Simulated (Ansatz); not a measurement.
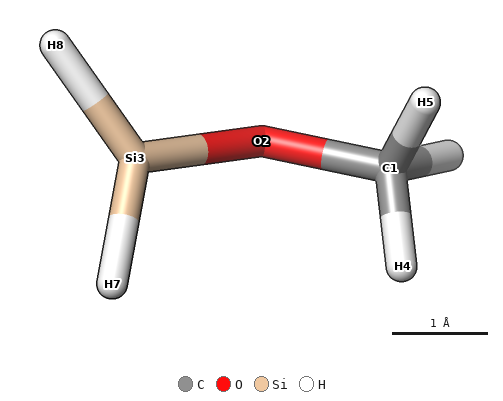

**Figure 1.** The input geometry (stick view, seen at a tilt; atoms are numbered from 1 in the order of the input).

## Run report: CH$_{5}$OSi, phonon calculation

System: CH$_{5}$OSi, multiplicity 2, SMILES CO[SiH2].
Method: UKS B3LYP/def2-SVPD (Ansatz 0.2.0).

It belongs to a series of runs on one base structure; here: vibrations at the highest image of the band. Figures and captions count atoms from 1; the log counts them from 0 in places.

Input file:
```yaml
crystal:
  periodic: [false, false, false]
  atoms:
    - { symbol: C, position_ang: [-0.423112, 1.100032, 0.263328] }
    - { symbol: O, position_ang: [-0.601216, -0.307149, 0.258236] }
    - { symbol: Si, position_ang: [0.475063, -1.449541, -0.314945] }
    - { symbol: H, position_ang: [-0.197148, 1.483184, -0.745511] }
    - { symbol: H, position_ang: [0.393322, 1.392457, 0.944163] }
    - { symbol: H, position_ang: [-1.35958, 1.556946, 0.610863] }
    - { symbol: H, position_ang: [0.950867, -1.327111, -1.703127] }
    - { symbol: H, position_ang: [0.854002, -2.505919, 0.631194] }
magnetization:
  spin_polarized: true
  initial_magnetization: 1
basis:
  gaussian: { orbitals: def2-SVPD }
hamiltonian:
  xc: b3lyp
phonons: {}
```

Command:
```bash
ansatz run input.yaml --threads 2 --pin off --max-ram 3072MiB --backend cpu --events-out ev --progress --plain --runs-dir out
```

The program's output:
```
Engine: ansatz 0.2.0, aarch64-unknown-linux-gnu
Functional definition: B3LYP
  parameter a0 = 0.2
  parameter ax = 0.72
  parameter ac = 0.81
  exchange = (1 - a0 - ax)*slater_x + ax*b88_x + a0*exact_x
  correlation = (1 - ac)*vwn_rpa_c + ac*lyp_c
911 factors; their error is unknown
mean field evaluation 1: about -11032.5807 eV, gradient 3.5e1 eV
mean field evaluation 2: about -11015.7512 eV, gradient 7.3e1 eV
mean field evaluation 4: about -11037.6185 eV, gradient 3.7e0 eV
mean field evaluation 8: about -11037.7188 eV, gradient 4.2e-2 eV
mean field evaluation 16: about -11037.7189 eV, gradient 2.1e-5 eV
mean field -11037.71885343 eV, -405.6286862289 hartree, gradient 2.1e-5 eV, S^2 0.754766; 0 other end points of the search recorded, 0 dependent functions left out
the calculation of the forces begins
reference -11037.71910129 eV, -405.6286953376 hartree; 17, 16 occupied and 90, 91 virtual orbitals, 911 factors
these checks for a lower state are left out or cut short: stability, starts, cluster_reference, orbital_swaps, neighbouring_geometries, increment
911 factors; their error is unknown
mean field -11037.71866594 eV, -405.6286793390 hartree, gradient 2.0e-6 eV, S^2 0.754766; 0 other end points of the search recorded, 0 dependent functions left out
[... from here on the field's lines of each further geometry are left out, up to the last ...]
the calculation of the forces begins
reference -11037.71908595 eV, -405.6286947738 hartree; 17, 16 occupied and 90, 91 virtual orbitals, 911 factors
these checks for a lower state are left out or cut short: stability, starts, cluster_reference, orbital_swaps, neighbouring_geometries, increment
911 factors; their error is unknown
mean field -11037.71881268 eV, -405.6286847316 hartree, gradient 1.5e-6 eV, S^2 0.754758; 0 other end points of the search recorded, 0 dependent functions left out
the calculation of the forces begins
reference -11037.71906053 eV, -405.6286938399 hartree; 17, 16 occupied and 90, 91 virtual orbitals, 911 factors
WARN: phonons: modes at or below zero, which the zero-point energy, F, S and C_V leave out: 2, the lowest at -919.23 cm⁻¹. A minimum has none, and a first-order saddle one
Total energy: -11037.71910129 eV, -405.6286953376 hartree
Atom 0 at    -0.423112     1.100032     0.263328 Å, force    -0.004782     0.009100     0.000253 eV/Å
Atom 1 at    -0.601216    -0.307149     0.258236 Å, force     0.013111    -0.011058    -0.000801 eV/Å
Atom 2 at     0.475063    -1.449541    -0.314945 Å, force    -0.021659     0.002672    -0.004849 eV/Å
Atom 3 at    -0.197148     1.483184    -0.745511 Å, force    -0.002617    -0.000825     0.000083 eV/Å
Atom 4 at     0.393322     1.392457     0.944163 Å, force     0.001724    -0.000861    -0.001932 eV/Å
Atom 5 at    -1.359580     1.556946     0.610863 Å, force     0.000991     0.002585     0.001089 eV/Å
Atom 6 at     0.950867    -1.327111    -1.703127 Å, force     0.008700     0.002787     0.001101 eV/Å
Atom 7 at     0.854002    -2.505919     0.631194 Å, force     0.004532    -0.004401     0.005054 eV/Å
Dipole moment:     0.097458     0.213058    -0.040030 e Å
Vibrations: -919.23 -28.93 94.27 237.24 635.09 739.39 905.91 1128.51 1167.55 1193.47 1452.93 1465.19 1469.16 2290.24 2344.96 2998.18 3067.86 3108.99 cm⁻¹, zero-point energy 1.506344 eV
```

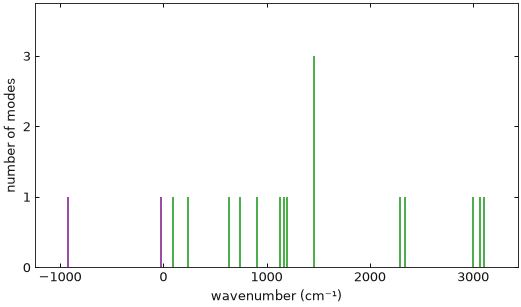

**Figure 2.** Harmonic vibrational wavenumbers from the force constants; neighbouring modes closer than 18 cm⁻¹ are counted in one stick, and imaginary ones are drawn at negative wavenumbers. 18 modes from 919i to 3109 cm⁻¹, 2 imaginary beyond 8i (919i, 26i cm⁻¹): not a minimum.

Key numbers:

| quantity | value |
| --- | --- |
| outcome | converged |
| total energy | −11037.7191 eV |
| mean-field energy | −11037.7191 eV |
| ⟨S²⟩ | 0.755 |
| largest force (length of the vector) | 0.022 eV/Å |
| hardware | 2 threads of Arm Neoverse V1, 24 GiB of memory available, shared host |
| wall time | 74 s (CPU time 2.4 min) |
| peak memory | 0.22 GiB |
